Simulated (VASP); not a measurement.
Band structure of TaGe2 (space group P6_222). Computed with r2SCAN meta-GGA, VASP's PBE PAW potentials (set 64) (plane waves; VASP 6.6.1).

Unless said otherwise, spin-orbit coupling is left out, though it shifts the bands of the heavy elements here.

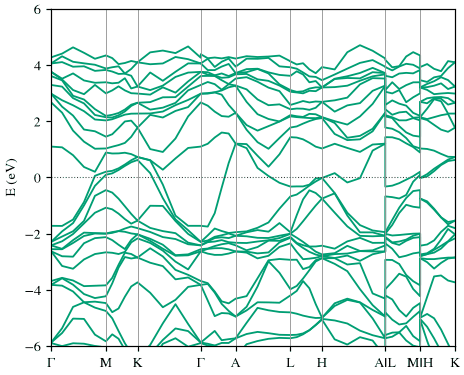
Figure: Bands along high-symmetry lines, zero at the valence-band maximum or, without a gap, the Fermi level

Q: Read the plot: is there a gap, and where are the band edges?

A: It has no gap at this level: it comes out as a metal or semimetal.

The structure comes from a computed database's TaGe2 entry (P6_222); how it stands against other phases isn't given here. It was relaxed first. The electron count is odd and the run is not spin-polarised, which forces a metal.
